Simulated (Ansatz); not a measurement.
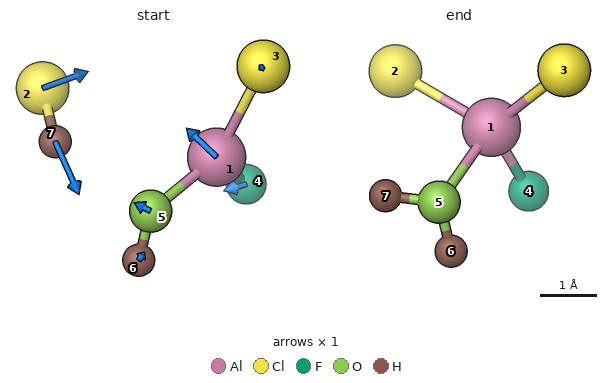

The structure of AlH₂OCl₂F before (left) and after (right) a relaxation, at one scale. The blue arrows give the displacements, at their true length.

A ball-and-stick model, seen face on.

The run prepares an end point of a later path (reaction) calculation, from a guessed geometry.

All numbers below come from Ansatz 0.2.0, RKS PBE0/def2-SVP. Set-up: no spin polarisation; force threshold 0.03 eV/Å; at most 50 steps.

Describe what moved and what it gained.

The largest move after the best rigid fit is that of H7, 1.17 Å. Largest moves by element: H 1.17 Å, Cl 0.95 Å, Al 0.82 Å, F 0.48 Å, O 0.36 Å. Some distances before and after: Cl2–H7 1.335 → 2.819 Å, Al1–Cl2 3.424 → 2.116 Å, O5–H7 2.205 → 0.970 Å, Al1–O5 1.748 → 1.957 Å. New bonds form, among them: Al1–Cl2 (3.42 → 2.12 Å), O5–H7 (2.20 → 0.97 Å). Bonds break, among them: Cl2–H7 (1.33 → 2.82 Å). Bond angles that change, for instance: F4–Al1–O5 119.3° → 93.1°, Cl3–Al1–O5 119.1° → 107.5°, Al1–O5–H6 119.9° → 108.7°. Over 19 accepted moves (20 points after the start) the energy falls by 35.1 kcal/mol. The largest force component goes from 0.98 to 0.017 eV/Å. The line search rejected the trial step at point 8 of the run. Cost: 56 s on 2 threads of Arm Neoverse V1 (shared host), peak memory 0.19 GiB.

Limits of the set-up: the start holds two separate molecules, 2.2 Å apart at their closest, whose relative position is a soft coordinate and is computed without a dispersion correction.
